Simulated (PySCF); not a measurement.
C3H9SeSi, SMILES C[Si](C)(C)[Se], doublet at its B3LYP/def2-SVP optimised geometry (Å):

```
14

C     -0.9106    -1.5996     1.5017
Si    -0.2610    -0.6574     0.0000
C      1.6303    -0.6574     0.0000
C     -0.9333     1.1106     0.0000
Se    -0.9532    -1.6501    -1.9748
H     -0.5771    -1.1188     2.4379
H     -2.0120    -1.6280     1.5054
H     -0.5483    -2.6400     1.5044
H      2.0300    -0.1033    -0.8633
H      2.0017    -0.1784     0.9227
H      2.0345    -1.6818    -0.0326
H     -0.6158     1.6270     0.9226
H     -2.0345     1.1249    -0.0310
H     -0.5579     1.6818    -0.8631
```

Method: unrestricted B3LYP/def2-TZVP run with PySCF. Cells within 0.4 Å of a nucleus heavier than hydrogen are left out (blank, or x).

Map of the log10 of the electron density (e/bohr³), floored at −4 on the plane z = 1.2 Å:

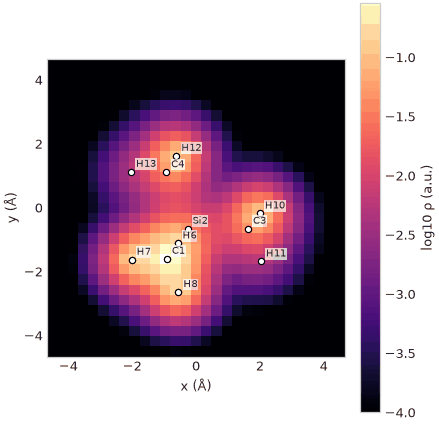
Log10 of the electron density (e/bohr³), floored at −4 on the plane z = 1.2 Å.
